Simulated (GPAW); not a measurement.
# Ca2H3Br (P-3m1): G0W0 with GPAW, start to end

Aim: the G0W0 gap of Ca2H3Br (P-3m1) on LDA, step by step.

Calculated with GPAW 26.7.0; LDA and many-body steps on it, plane waves.

## 1. Starting point

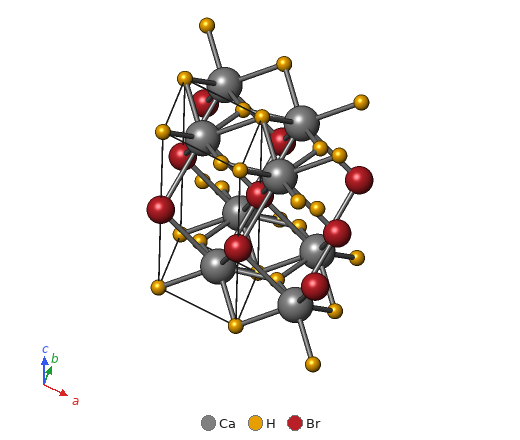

Start, viewed slightly off an axis; calcium grey, hydrogen orange, bromine red. 2×2×1 cells are drawn. Bonds to atoms that aren't drawn are left out. Some periodic images of atoms are drawn too.

The cell and positions are those that the Materials Project relaxed with its own functionals (PBE, PBE+U or r2SCAN), kept fixed.

## 2. Ground state

This step: GPAW 26.7.0; DFT, LDA, plane waves, PAW.

The ground-state density comes first.

run.py reads:

```python
import json
import numpy as np
from gpaw.mpi import world
from ase import Atoms
from gpaw import GPAW, PW, FermiDirac

atoms = Atoms(['Ca', 'Ca', 'H', 'H', 'H', 'Br'],
    cell=[[3.9029399857, 0.0000000000, 0.0000000000],
      [-1.9514699929, 3.3800451771, 0.0000000000],
      [0.0000000000, 0.0000000000, 6.8535335900]],
    scaled_positions=[[0.6666666667, 0.3333333333, 0.1857560800],
      [0.3333333333, 0.6666666667, 0.8142439200],
      [0.6666666667, 0.3333333333, 0.8504758300],
      [0.3333333333, 0.6666666667, 0.1495241700],
      [0.0000000000, 0.0000000000, 0.0000000000],
      [0.0000000000, 0.0000000000, 0.5000000000]],
    pbc=(True, True, True))
calc = GPAW(mode=PW(600),
    xc='LDA',
    kpts={'size': (6, 6, 4), 'gamma': True},
    occupations=FermiDirac(0.001),
    nbands=-9,
    convergence={'density': 1e-6, 'bands': -3},
    maxiter=100,
    txt='gs.txt')
atoms.calc = calc
res = {'energy': atoms.get_potential_energy()}
kpts = calc.get_ibz_k_points()
res['kpts'] = kpts
res['eigenvalues'] = [calc.get_eigenvalues(kpt=k) for k in range(len(kpts))]
res['n_electrons'] = calc.get_number_of_electrons()
calc.write('gs.gpw')

if world.rank == 0:
    with open('result.json', 'w') as f:
        json.dump(res, f, default=lambda x: x.tolist())
```

Run with:

```
mpirun -n 4 gpaw python run.py
```

Numbers of over 12 decimals in the logs are rounded to 6 here.

Log:

```text
__  _  _
 | _ |_)|_||  |
 |__||  | ||/\| - 26.7.0

Input parameters:
  mode=PW(ecut=600.0),
  convergence={'density': 1e-06, 'bands': -3},
  kpts=MonkhorstPack(size=(6, 6, 4), gamma=True),
  maxiter=100,
  nbands=-9,
  occupations=Occupations(name='fermi-dirac', width=0.001, fixmagmom=False),
  xc=XC(name='LDA')
  [... matrices ...]
Diagonalizing LCAO Hamiltonian
Converting LCAO to pw mode

         Ca  H

       Br

         H   Ca

       H

Atoms  # Å, Bohr magnetons
|   | symbol |         x |        y |        z |    initial magnetic moments |
| 0 |     Ca |  1.951470 | 1.126682 | 1.273086 | ( 0.0000,  0.0000,  0.0000) |
| 1 |     Ca | -0.000000 | 2.253363 | 5.580448 | ( 0.0000,  0.0000,  0.0000) |
| 2 |      H |  1.951470 | 1.126682 | 5.828765 | ( 0.0000,  0.0000,  0.0000) |
| 3 |      H | -0.000000 | 2.253363 | 1.024769 | ( 0.0000,  0.0000,  0.0000) |
| 4 |      H |  0.000000 | 0.000000 | 0.000000 | ( 0.0000,  0.0000,  0.0000) |
| 5 |     Br |  0.000000 | 0.000000 | 3.426767 | ( 0.0000,  0.0000,  0.0000) |

Unit cell  # Å
| periodic |         x |        y |        z |  lengths |     angles |
|      yes |  3.902940 | 0.000000 | 0.000000 | 3.902940 |  90.000000 |
|      yes | -1.951470 | 3.380045 | 0.000000 | 3.902940 |  90.000000 |
|      yes |  0.000000 | 0.000000 | 6.853534 | 6.853534 | 120.000000 |

Number of symmetries: 12
Symmetry operations  # r_c * U_cc + t_c -> r_c
|    | kind |            matrix            |
|  0 |  σ   |  1, 1, 0,  0,-1, 0,  0, 0, 1 |
|  1 |  S6  |  1, 1, 0, -1, 0, 0,  0, 0,-1 |
|  2 |  E   |  1, 0, 0,  0, 1, 0,  0, 0, 1 |
|  3 |  C2  |  1, 0, 0, -1,-1, 0,  0, 0,-1 |
|  4 |  C2  |  0, 1, 0,  1, 0, 0,  0, 0,-1 |
|  5 |  C3  |  0, 1, 0, -1,-1, 0,  0, 0, 1 |
|  6 |  S6  |  0,-1, 0,  1, 1, 0,  0, 0,-1 |
|  7 |  σ   |  0,-1, 0, -1, 0, 0,  0, 0, 1 |
|  8 |  σ   | -1, 0, 0,  1, 1, 0,  0, 0, 1 |
|  9 |  i   | -1, 0, 0,  0,-1, 0,  0, 0,-1 |
| 10 |  C3  | -1,-1, 0,  1, 0, 0,  0, 0, 1 |
| 11 |  C2  | -1,-1, 0,  0, 1, 0,  0, 0,-1 |

BZ-sampling:
  Number of BZ points: 144
  Number of IBZ points: 24

  Monkhorst-Pack size: [6, 6, 4]
  Monkhorst-Pack shift: [0.083333, 0.083333, 0.125]

K-points  # in reciprocal-cell coordinates
|     |                                coordinates |     weight |
|   0 | (  0.00000000,   0.00000000,   0.00000000) | 0.00694444 |
|   1 | (  0.00000000,   0.00000000,   0.25000000) | 0.01388889 |
|   2 | (  0.00000000,   0.00000000,   0.50000000) | 0.00694444 |
|   3 | (  0.16666667,   0.00000000,  -0.25000000) | 0.04166667 |
|   4 | (  0.16666667,   0.00000000,   0.00000000) | 0.04166667 |
|   5 | (  0.16666667,   0.00000000,   0.25000000) | 0.04166667 |
|   6 | (  0.16666667,   0.00000000,   0.50000000) | 0.04166667 |
|   7 | (  0.33333333,  -0.16666667,   0.00000000) | 0.04166667 |
|   8 | (  0.33333333,  -0.16666667,   0.25000000) | 0.08333333 |
|   9 | (  0.33333333,  -0.16666667,   0.50000000) | 0.04166667 |
| ... |                                            |            |
|  23 | (  0.50000000,   0.50000000,   0.50000000) | 0.02083333 |

Plane wave coefficients: 3045
Cutoff: 600.0 eV

Spin-components: 1 (collinear spins)
Bands:           24
Projectors:      24
Spin-degeneracy: 2
Datatype:        complex128

  Storage: CPU
  Wave functions: 28_062_720 bytes (7_015_680 per core)
  Projectors: 32_739_840 bytes (8_184_960 per core)
  [... matrices ...]
Parallelization:
  kpt:    4
  domain: 1
  band:   1

Density:
  Valence electrons: 30.0
  Components: 1
  Grid points: [24 24 40]
  Charge: 0.0  # |e|

Potential:
  Grid points: [24 24 40]

species:
  Ca:
    name:    Calcium
    Z:       20.0
    valence: 10
    core:    10
    charge:  0.0  # [|e|]
    compensation charges:
      type: gauss
      rc: 0.37  # [Å]
      lmax: 2
    cutoffs:
      filter: 2.10  # [Å]
      core: 1.17  # [Å]
    projectors
    | kind |    occ | energy [eV] | rcut [Å] |
    |   3s |  2.000 |     -46.826 |    1.175 |
    |   4s |  2.000 |      -3.864 |    1.175 |
    |   3p |  6.000 |     -27.986 |    1.154 |
    |    p |        |      -0.774 |    1.154 |
    |    d |        |       0.000 |    0.937 |

    Using partial waves for Ca as LCAO basis

  H:
    name:    Hydrogen
    Z:       1.0
    valence: 1
    core:    0
    charge:  0.0  # [|e|]
    compensation charges:
      type: gauss
      rc: 0.15  # [Å]
      lmax: 2
    cutoffs:
      filter: 0.85  # [Å]
      core: 0.53  # [Å]
    projectors
    | kind |    occ | energy [eV] | rcut [Å] |
    |   1s |  1.000 |      -6.353 |    0.476 |
    |    s |        |      20.858 |    0.476 |
    |    p |        |       0.000 |    0.476 |

    Using partial waves for H as LCAO basis

  Br:
    name:    Bromine
    Z:       35.0
    valence: 7
    core:    28
    charge:  0.0  # [|e|]
    compensation charges:
      type: gauss
      rc: 0.35  # [Å]
      lmax: 2
    cutoffs:
      filter: 1.98  # [Å]
      core: 2.38  # [Å]
    projectors
    | kind |    occ | energy [eV] | rcut [Å] |
    |   4s |  2.000 |     -20.306 |    1.111 |
    |   4p |  5.000 |      -8.003 |    1.111 |
    |    s |        |       6.906 |    1.111 |
    |    p |        |      19.208 |    1.111 |
    |    d |        |       0.000 |    1.111 |

    Using partial waves for Br as LCAO basis

Reference energy: -107781.756972  # eV

eigensolver:
  PPCG
  Converge bands: -3
  niter=2

density mixing:
  MSR1-Mixer
  Pratt-step length: 0.05
  Maximum mixing coefficient: 0.75
  Old densities: 10
  SVD Regularization: 0.005
  Good broyden scale: 1.0
  Trust region scale: 1.0
  Backstep threshold: 4.0
  History deletion threshold: 6.0
  Fourier metric: weight=20.0, sigma=0.015

occupation numbers:
  Fermi-Dirac:
    width: 0.0010  # eV

poisson solver:
  ecut: 4800.0  # eV

xc functional:
  name: None

Initialization done in: 1.143 s

convergence criteria:
- Maximum integral of absolute [dens]ity change: 1e-06 electrons / valence electron
- Maximum [total energy] change in last 3 cyles: 0.0005 eV / valence electron
- Maximum integral of absolute [eigenst]ate change: 4e-08 eV^2 / valence electron
maximum number of iterations: 100

SCF iterations
|iter     |     time |      energy | eigst |  dens |
|iter:   1|  |  -24.779633 | +1.77 |       |
|iter:   2|  |  -24.632529 | +0.72 | -1.11 |
|iter:   3|  |  -23.440634 | +0.05 | -1.14 |
|iter:   4|  |  -23.343869 | -0.86 | -1.58 |
|iter:   5|  |  -23.341580 | -1.47 | -2.00 |
|iter:   6|  |  -23.341527c| -1.52 | -2.30 |
|iter:   7|  |  -23.341547c| -1.81 | -2.84 |
|iter:   8|  |  -23.341546c| -2.02 | -3.83 |
|iter:   9|  |  -23.341546c| -2.23 | -4.23 |
|iter:  10|  |  -23.341546c| -2.62 | -5.04 |
|iter:  11|  |  -23.341546c| -2.63 | -5.80 |
|iter:  12|  |  -23.341546c| -2.94 | -6.62c|
|iter:  13|  |  -23.341546c| -3.27 | -7.17c|
|iter:  14|  |  -23.341546c| -3.44 | -7.95c|
|iter:  15|  |  -23.341546c| -3.67 | -8.63c|
|iter:  16|  |  -23.341546c| -4.21 | -9.42c|
|iter:  17|  |  -23.341546c| -4.65 |-10.11c|
|iter:  18|  |  -23.341546c| -4.84 |-10.64c|
|iter:  19|  |  -23.341546c| -4.93 |-11.29c|
|iter:  20|  |  -23.341546c| -5.12 |-12.02c|
|iter:  21|  |  -23.341546c| -5.28 |-12.41c|
|iter:  22|  |  -23.341546c| -5.35 |-12.69c|
|iter:  23|  |  -23.341546c| -5.42 |-12.95c|
|iter:  24|  |  -23.341546c| -5.51 |-13.22c|
|iter:  25|  |  -23.341546c| -5.58 |-13.31c|
|iter:  26|  |  -23.341546c| -5.65 |-13.42c|
[...]
|iter:  51|  |  -23.341546c| -7.08 |-13.98c|
|iter:  52|  |  -23.341546c| -7.11 |-14.13c|
|iter:  53|  |  -23.341546c| -7.18 |-14.00c|
|iter:  54|  |  -23.341546c| -7.26 |-14.05c|
|iter:  55|  |  -23.341546c| -7.32 |-13.98c|
|iter:  56|  |  -23.341546c| -7.40c|-14.19c|

Converged in 56 steps
SCF loop duration: 36.600 s (0.654 s/step)
Energy contributions relative to reference atoms: (reference = -107781.756972)
  [... matrices ...]
Energy contributions:
  Kinetic:          15.348019
  Coulomb:         -12.040183
  Zero:             -1.241687
  External:          0.000000
  Xc:              -25.407695
  Entropy:          -0.000000
  Spinorbit:         0.000000
  ----------------------------
  Free energy:     -23.341546
  Extrapolated:    -23.341546

dipole moment: (-8.701540, -15.071509, -3.375190)  # |e|*Ang

Fermi level: 6.004
Eigenvalues  # (at kpt = [0.000, 0.000, 0.000])
| band index |      eig [eV] | occ [0-2] |
|          0 |       -35.738 |     2.000 |
|        ... |               |           |
|          7 |       -16.902 |     2.000 |
|          8 |       -11.707 |     2.000 |
|          9 |        -1.339 |     2.000 |
|         10 |        -1.000 |     2.000 |
|         11 |         1.327 |     2.000 |
|         12 |         1.327 |     2.000 |
|         13 |         2.181 |     2.000 |
|         14 |         4.994 |     2.000 |
|         15 |         7.245 |     0.000 |
[...]
|         19 |         7.352 |     0.000 |
|         20 |         8.423 |     0.000 |
|         21 |         8.455 |     0.000 |
|         22 |         8.455 |     0.000 |
|         23 |         9.949 |     0.000 |

Gap: 1.249 eV
Transition (v -> c):
  (s=0, k=2, n=14, [0.00, 0.00, 0.50]) -> (s=0, k=9, n=15, [0.33, -0.17, 0.50])
Direct/indirect transitions are different
Direct gap: 1.523 eV
Transition at: (s=0, k=2, n=14, [0.00, 0.00, 0.50])
# Writing to gs.gpw (mode='')
  [... matrices ...]
```

Run time: 40 s. Hardware: 4 MPI ranks of Arm Neoverse V1, shared host; peak memory 0.74 GiB; 2.6 min of CPU time.

Numbers from this step:

| Property | Result |
| --- | --- |
| total energy | -23.34 eV |
| gap | 1.249 eV |
| k of the valence top | 0, 0, 0.5 |
| k of the conduction bottom | 0.3333, -0.1667, 0.5 |
| least direct gap | 1.523 eV |

The gap is indirect, with the least direct gap 0.27 eV higher.

## 3. Empty states on the mesh, 3×3×2 mesh, 425 bands

The sums over transitions need many empty states on a uniform mesh; this step solves for them.

run.py reads:

```python
import json
import numpy as np
from gpaw.mpi import world
from gpaw import GPAW

calc = GPAW('gs.gpw').fixed_density(kpts={'size': (3, 3, 2), 'gamma': True},
    parallel={'domain': 1, 'band': 1},
    txt='nscf.txt')
calc.diagonalize_full_hamiltonian(nbands=425)
calc.write('full.gpw', mode='all')
res = {}
kpts = calc.get_ibz_k_points()
res['kpts'] = kpts
res['eigenvalues'] = [calc.get_eigenvalues(kpt=k) for k in range(len(kpts))]
res['n_electrons'] = calc.get_number_of_electrons()

if world.rank == 0:
    with open('result.json', 'w') as f:
        json.dump(res, f, default=lambda x: x.tolist())
```

Run with:

```
mpirun -n 4 gpaw python run.py
```

Log:

```text
Diagonalizing LCAO Hamiltonian
Converting LCAO to pw mode
convergence criteria:
- Maximum integral of absolute [eigenst]ate change: 4e-08 eV^2 / valence electron
maximum number of iterations: 100

SCF iterations
|iter     |     time |      energy | eigst |  dens |
|iter:   1|  |             | +1.76 |       |
|iter:   2|  |             | +0.57 |       |
|iter:   3|  |             | -0.03 |       |
[...]
|iter:  48|  |             | -5.13 |       |
|iter:  49|  |             | -5.23 |       |
[... further lines of this kind ...]
|iter:  67|  |             | -7.52c|       |
SCF steps: 67
  __  _  _
 | _ |_)|_||  |
 |__||  | ||/\| - 26.7.0

Input parameters:
  mode=PW(ecut=600.0),
  convergence={'density': 1e-06, 'bands': -3},
  gpts=array([24, 24, 40]),
  kpts=MonkhorstPack(size=(3, 3, 2), gamma=True),
  maxiter=100,
  nbands=24,
  occupations=Occupations(name='fermi-dirac', width=0.001, fixmagmom=False),
  parallel={'domain': 1, 'band': 1},
  xc=XC(name='LDA')
Matrix size: 3045x3045
# Writing to full.gpw (mode='all')
  [... matrices ...]

timing:  # [seconds]
  Total: 51.321  # ━━━━━━━━━━━━━━━━━━━━━━━━━━━━━━━━━━━━━━━━━━━━━━━━━━━━━━━━━━
```

The job ended after 68 s (4 MPI ranks; peak memory 3.3 GiB; 4.5 min of CPU time).

Numbers from this step:

| Property | Result |
| --- | --- |
| gap | 1.403 eV |
| k of the valence top | 0, 0, 0.5 |
| k of the conduction bottom | 0.3333, 0, 0.5 |
| least direct gap | 1.523 eV |
| k points computed | 6 |
| lowest point of the top converged band, above the valence top | 148.1014 eV |

On this mesh the gap is 1.403 eV. The earlier step found 1.249 eV, so this mesh misses an edge.

[end of part 1 of 2]

[Paths, hosts, dates, memory and timing lines, banners, echoed tables and standing remarks are left out of the program output.]

[Logs are printed without paths, hosts, clocks, repeated set-up lines and the standing remarks that a program may print on its own settings, such as how far it seeks lower states.]

[Runs of the session that timed out or met a known fault of the program may be left out.]

[Hosts, paths, dates, database ids (printed as entryN), source tags and the programs' standing remarks are cut or masked in the printed files.]
